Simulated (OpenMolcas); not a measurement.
Run report: GeCl2, excited-state calculation (part 4 of 4)

The same run, continued: GeCl2, multiplicity 3; CASPT2/ANO-R2, sfX2C (OpenMolcas 26.06). The geometry is that of the parent species in another charge or spin state. The geometry comes from this level: GFN2-xTB.

Geometry of the input (Å):
```
Cl -0.0271  -1.6606  0.4180
Ge -0.4244  0.0592  -0.8266
Cl 0.4515  1.6014  0.4086
```

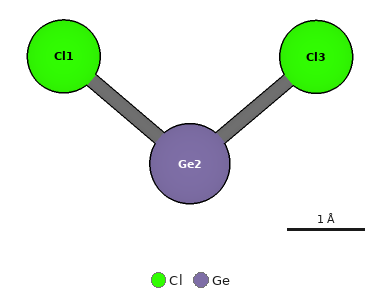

Figure 1. The input geometry (ball-and-stick view, seen on its broad side; atoms are numbered from 1 in the order of the input). Sticks mark near contacts.

### Log, continued
```
--------------------------------------------------------------------------------------------------------------
 Report on small energy denominators, large coefficients, and large energy contributions.
CASE  SYMM ACTIVE-MIX  NON-ACTIVE INDICES          DENOMINATOR     RHS VALUE       COEFFICIENT     CONTRIBUTION
VJTU     1  Mu1.0001  In1.027                       0.07869634      0.00000000     -0.00000004     -0.00000000
VJTU     1  Mu1.0001  In1.028                      -0.02006983      0.00000004      0.00000190      0.00000000
VJTU     1  Mu1.0002  In1.028                       0.21181057      0.00000001     -0.00000005     -0.00000000
VJTU     1  Mu1.0003  In1.028                       0.22854025      0.00000016     -0.00000080     -0.00000000
VJTU     1  Mu1.0001  In1.029                      -0.03277048      0.00000000      0.00000000      0.00000000
VJTU     1  Mu1.0002  In1.029                       0.19910992     -0.00000000      0.00000008     -0.00000000
VJTU     1  Mu1.0003  In1.029                       0.21583959     -0.00000000      0.00000002     -0.00000000
VJTU     1  Mu1.0001  In1.030                      -0.06785258     -0.00000000     -0.00000003      0.00000000
VJTU     1  Mu1.0002  In1.030                       0.16402783      0.00000000     -0.00000001     -0.00000000
VJTU     1  Mu1.0003  In1.030                       0.18075750     -0.00000001      0.00000002     -0.00000000
VJTU     1  Mu1.0001  In1.031                      -0.29102021      0.00000000      0.00000000      0.00000000
VJTU     1  Mu1.0002  In1.031                      -0.05913980     -0.00000018     -0.00000159      0.00000000
VJTU     1  Mu1.0003  In1.031                      -0.04241013     -0.00000001     -0.00000005      0.00000000
VJTIM    1  Mu1.0001  In1.031 In1.027               0.26690494     -0.00000127      0.00000449     -0.00000000
VJTIM    1  Mu1.0001  In1.031 In1.028               0.16813878      0.00090726     -0.00530313     -0.00000481
VJTIM    1  Mu1.0001  In1.031 In1.029               0.15543812      0.00000467     -0.00002946     -0.00000000
VJTIM    1  Mu1.0001  In1.031 In1.030               0.12035603      0.00014647     -0.00113703     -0.00000017
ATVX     1  Mu1.0001  Se1.035                       0.00884190      0.00000001     -0.00000101     -0.00000000
ATVX     1  Mu1.0002  Se1.035                       0.02557157     -0.00000000      0.00000002     -0.00000000
ATVX     1  Mu1.0003  Se1.035                       0.24072230     -0.00000000      0.00000000     -0.00000000
ATVX     1  Mu1.0004  Se1.035                       0.25745197     -0.00000001      0.00000002     -0.00000000
ATVX     1  Mu1.0005  Se1.035                       0.25745197     -0.00000000     -0.00000001      0.00000000
ATVX     1  Mu1.0006  Se1.035                       0.25745197      0.00000001     -0.00000001     -0.00000000
ATVX     1  Mu1.0007  Se1.035                       0.27418165     -0.00000000      0.00000000     -0.00000000
ATVX     1  Mu1.0001  Se1.036                       0.02942238      0.00000000     -0.00000004     -0.00000000
ATVX     1  Mu1.0002  Se1.036                       0.04615205      0.00000000     -0.00000007     -0.00000000
ATVX     1  Mu1.0003  Se1.036                       0.26130278      0.00000001     -0.00000002     -0.00000000
ATVX     1  Mu1.0004  Se1.036                       0.27803245      0.00000000     -0.00000001     -0.00000000
ATVX     1  Mu1.0005  Se1.036                       0.27803245      0.00000000     -0.00000001     -0.00000000
ATVX     1  Mu1.0006  Se1.036                       0.27803246     -0.00000000      0.00000001     -0.00000000
ATVX     1  Mu1.0007  Se1.036                       0.29476213      0.00000002     -0.00000012     -0.00000000
ATVX     1  Mu1.0001  Se1.037                       0.02906643      0.00000001     -0.00000042     -0.00000000
ATVX     1  Mu1.0002  Se1.037                       0.04579610     -0.00000000      0.00000002     -0.00000000
ATVX     1  Mu1.0003  Se1.037                       0.26094683     -0.00000000      0.00000000     -0.00000000
ATVX     1  Mu1.0004  Se1.037                       0.27767650      0.00000000     -0.00000004     -0.00000000
ATVX     1  Mu1.0005  Se1.037                       0.27767650      0.00000001     -0.00000006     -0.00000000
ATVX     1  Mu1.0006  Se1.037                       0.27767650     -0.00000001      0.00000005     -0.00000000
ATVX     1  Mu1.0007  Se1.037                       0.29440618     -0.00000000      0.00000002     -0.00000000
ATVX     1  Mu1.0001  Se1.038                       0.12138259      0.00000000     -0.00000000     -0.00000000
ATVX     1  Mu1.0002  Se1.038                       0.13811226     -0.00000001      0.00000003     -0.00000000
ATVX     1  Mu1.0001  Se1.039                       0.13011329     -0.00000003      0.00000025     -0.00000000
ATVX     1  Mu1.0002  Se1.039                       0.14684297      0.00000000     -0.00000001     -0.00000000
ATVX     1  Mu1.0001  Se1.040                       0.27033170      0.00334839     -0.01132189     -0.00003791
ATVX     1  Mu1.0002  Se1.040                       0.28706138      0.00003536     -0.00012265     -0.00000000
ATVX     1  Mu1.0001  Se1.041                       0.26693431     -0.00000000      0.00000000     -0.00000000
ATVX     1  Mu1.0002  Se1.041                       0.28366398      0.00000000     -0.00000001     -0.00000000
ATVX     1  Mu1.0001  Se1.042                       0.28083591     -0.00000006      0.00000020     -0.00000000
ATVX     1  Mu1.0002  Se1.042                       0.29756559      0.00000000     -0.00000001     -0.00000000
ATVX     1  Mu1.0002  Se1.043                       0.33208200      0.01007442     -0.03178655     -0.00032023
ATVX     1  Mu1.0003  Se1.043                       0.54723273      0.01508523     -0.02797185     -0.00042196
ATVX     1  Mu1.0008  Se1.043                       0.79584281     -0.02287698      0.02556836     -0.00058493
ATVX     1  Mu1.0001  Se1.045                       0.34130080      0.00956493     -0.02886107     -0.00027605
ATVX     1  Mu1.0004  Se1.045                       0.58991088      0.01773231     -0.02722087     -0.00048269
ATVX     1  Mu1.0005  Se1.045                       0.58991088     -0.02195899      0.03071186     -0.00067440
ATVX     1  Mu1.0001  Se1.049                       0.43831982      0.01421334     -0.03323479     -0.00047238
ATVX     1  Mu1.0004  Se1.049                       0.68692989      0.02115115     -0.02783561     -0.00058876
ATVX     1  Mu1.0005  Se1.049                       0.68692989     -0.02709700      0.03227375     -0.00087452
ATVX     1  Mu1.0008  Se1.052                       0.97015824     -0.03935433      0.03786685     -0.00149022
ATVX     1  Mu1.0006  Se1.053                       0.75497283      0.02006295     -0.02692543     -0.00054020
ATVX     1  Mu1.0009  Se1.053                       1.00358290      0.03792025     -0.03483223     -0.00132085
AIVX     1  Mu1.0001  In1.031 Se1.035               0.19705049     -0.00071385      0.00407889     -0.00000291
AIVX     1  Mu1.0002  In1.031 Se1.035               0.19705050     -0.00272789      0.01407044     -0.00003838
AIVX     1  Mu1.0003  In1.031 Se1.035               0.21293765     -0.00000296      0.00001585     -0.00000000
AIVX     1  Mu1.0004  In1.031 Se1.035               0.21378018     -0.00000377      0.00001669     -0.00000000
AIVX     1  Mu1.0001  In1.031 Se1.036               0.21763097     -0.00008530      0.00036797     -0.00000003
AIVX     1  Mu1.0002  In1.031 Se1.036               0.21763098     -0.00059761      0.00291837     -0.00000174
AIVX     1  Mu1.0003  In1.031 Se1.036               0.23351813     -0.00045687      0.00222469     -0.00000102
AIVX     1  Mu1.0004  In1.031 Se1.036               0.23436066      0.00746742     -0.03341240     -0.00024950
AIVX     1  Mu1.0004  In1.030 Se1.037               0.45717234     -0.01220995      0.02708001     -0.00033065
AIVX     1  Mu1.0001  In1.031 Se1.037               0.21727502     -0.00094735      0.00412173     -0.00000390
AIVX     1  Mu1.0002  In1.031 Se1.037               0.21727503     -0.00601754      0.02945753     -0.00017726
AIVX     1  Mu1.0003  In1.031 Se1.037               0.23316218      0.00003896     -0.00019388     -0.00000001
AIVX     1  Mu1.0004  In1.031 Se1.037               0.23400471     -0.00073188      0.00328136     -0.00000240
AIVX     1  Mu1.0008  In1.031 Se1.037               0.46588511      0.02227096     -0.04284656     -0.00095423
AIVX     1  Mu1.0002  In1.028 Se1.038               0.58054157     -0.01727383      0.03054599     -0.00052765
AIVX     1  Mu1.0008  In1.028 Se1.038               0.82915165      0.03749105     -0.03892492     -0.00145934
AIVX     1  Mu1.0004  In1.031 Se1.038               0.32632087     -0.01181348      0.03761563     -0.00044437
AIVX     1  Mu1.0002  In1.031 Se1.039               0.31832190      0.00846055     -0.02782443     -0.00023541
AIVX     1  Mu1.0008  In1.031 Se1.039               0.56693197     -0.02775820      0.04344589     -0.00120598
AIVX     1  Mu1.0008  In1.031 Se1.044               0.74940475      0.02627493     -0.02961482     -0.00077813
AIVX     1  Mu1.0007  In1.025 Se1.046               1.67960573     -0.05052755      0.03003967     -0.00151783
AIVX     1  Mu1.0007  In1.026 Se1.050               1.70114796      0.05037731     -0.02958712     -0.00149052
BVATP    1  Mu1.0001  Se1.040 Se1.040               1.03662189     -0.02729894      0.02615233     -0.00071393
BVATP    1  Mu1.0001  Se1.043 Se1.043               1.12666314     -0.02945199      0.02671452     -0.00078680
BJATP    1  Mu1.0001  In1.031 Se1.043 Se1.038       1.12026957      0.02993278     -0.02697721     -0.00080750
BJATM    1  Mu1.0001  In1.031 Se1.043 Se1.038       1.12026957      0.03148710     -0.02851437     -0.00089783
BJAIP    1  Se1.036 In1.031 Se1.038 In1.031         1.02191900     -0.03019200      0.02954627     -0.00089206
BJAIP    1  Se1.038 In1.031 Se1.038 In1.031         1.11387921      0.03417895     -0.03068440     -0.00104876
--

   (Skipping property calculation,
    use PROP keyword to activate)
--

  Total CASPT2 energies:

  State-specific CASPT2 energies obtained using
  rotated states do not have a well-defined physical
  meaning, however they can be extracted from the
  diagonal of the effective Hamiltonian.

++ Multi-State CASPT2 section:
********************************************************************************
  MULTI-STATE CASPT2 SECTION
--------------------------------------------------------------------------------

  Output diagonal energies have been shifted. Add    3019.0000000000000

  Effective Hamiltonian matrix (Symmetric):

                1               2               3
   1     -6038.40376935
   2        -0.00001342  -6038.38156965
   3         0.00508648     -0.00005402  -6038.15237066

       Total XDW-CASPT2 energies:
::    XDW-CASPT2 Root  1     Total energy:  -3019.40387223
::    XDW-CASPT2 Root  2     Total energy:  -3019.38156965
::    XDW-CASPT2 Root  3     Total energy:  -3019.15226777

       Eigenvectors:
            0.99979540     -0.00054765      0.02022030
            0.00055255      0.99999982     -0.00023672
           -0.02022017      0.00024785      0.99979552

       In terms of the input states:
            0.99715486     -0.00148591     -0.07536568
            0.00151101      0.99999882      0.00027597
            0.07536518     -0.00038906      0.99715592

--

  THE ORIGINAL CI ARRAYS ARE NOW MIXED AS LINEAR
  COMBINATIONS, GIVEN BY THE EIGENVECTORS.
  A NEW JOBIPH FILE NAMED 'JOBMIX' IS PREPARED.
********************************************************************************

++ Mixed CI coefficients:
  The CI coefficients for the MIXED state nr.   1
--------------------------------------------------------------------------------
 CI COEFFICIENTS LARGER THAN  5.00E-02
  Occupation of active orbitals, and spin coupling
  of open shells. (u,d: Spin up or down).
  SGUGA info is (Midvert:IsyUp:UpperWalk/LowerWalk)
        Conf  SGUGA info        Occupation    Coefficient         Weight
           1  ( 1:1:   1/   1)   2uu             0.974148       0.948965
           2  ( 2:1:   1/   1)   u2u            -0.192963       0.037235
           3  ( 2:1:   2/   1)   uu2            -0.117475       0.013800

  The CI coefficients for the MIXED state nr.   2
--------------------------------------------------------------------------------
 CI COEFFICIENTS LARGER THAN  5.00E-02
  Occupation of active orbitals, and spin coupling
  of open shells. (u,d: Spin up or down).
  SGUGA info is (Midvert:IsyUp:UpperWalk/LowerWalk)
        Conf  SGUGA info        Occupation    Coefficient         Weight
           1  ( 1:1:   1/   1)   2uu            -0.197881       0.039157
           2  ( 2:1:   1/   1)   u2u            -0.979715       0.959842

  The CI coefficients for the MIXED state nr.   3
--------------------------------------------------------------------------------
 CI COEFFICIENTS LARGER THAN  5.00E-02
  Occupation of active orbitals, and spin coupling
  of open shells. (u,d: Spin up or down).
  SGUGA info is (Midvert:IsyUp:UpperWalk/LowerWalk)
        Conf  SGUGA info        Occupation    Coefficient         Weight
           1  ( 1:1:   1/   1)   2uu             0.108987       0.011878
           2  ( 2:1:   1/   1)   u2u            -0.054066       0.002923
           3  ( 2:1:   2/   1)   uu2             0.992572       0.985199

--

--- Stop Module: caspt2 /rc=_RC_ALL_IS_WELL_ ---
--- Module caspt2 spent 20 seconds ---

.##################.
.# Happy landing! #.
.##################.

    Timing: Wall=62.81 User=59.59 System=3.18
```
